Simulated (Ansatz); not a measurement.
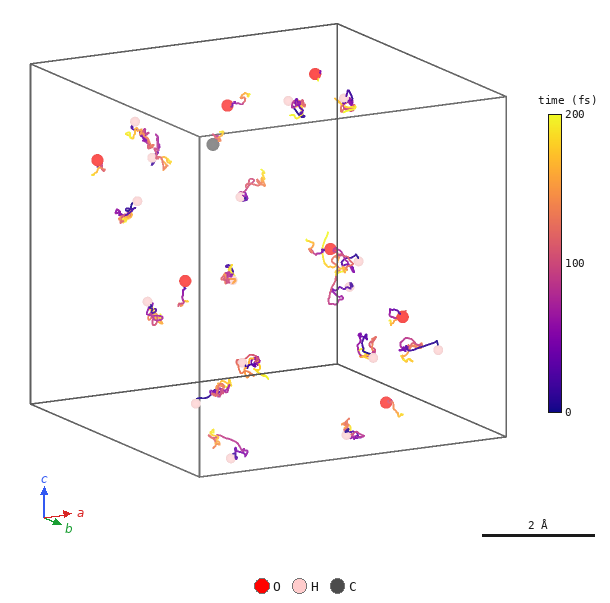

Molecular dynamics of a periodic cell with 6 H2O + 1 CH3OH at 0.942 g/cm³, 200 fs long. It starts from the last geometry of an earlier run, with fresh velocities. Lines trace each atom's path, coloured by time; spheres stand at the starting positions. Seen from a free direction in the simulation cell.

The calculation used DFT PBE-D3(BJ), scalar-relativistic, plane waves, PAW in Ansatz. Set-up: plane-wave cutoff 420 eV; k-point mesh 1 × 1 × 1; Fermi-Dirac smearing 0.02 eV; Langevin thermostat (NVT); set temperature 250 K; time step 0.5 fs; friction 0.05 per fs.

Q: Describe the motion.

A: Root-mean-square distances from the starting positions over the second half, with the common drift of all atoms taken out: H 0.44 Å, O 0.36 Å, C 0.23 Å. The heavy atoms stay within a fraction of a molecule's size of their starting places; so short a run doesn't tell a liquid from a solid.

Limits of the set-up: the periodic images lie only 6.3 Å apart, so the values are limited by the cell's size.
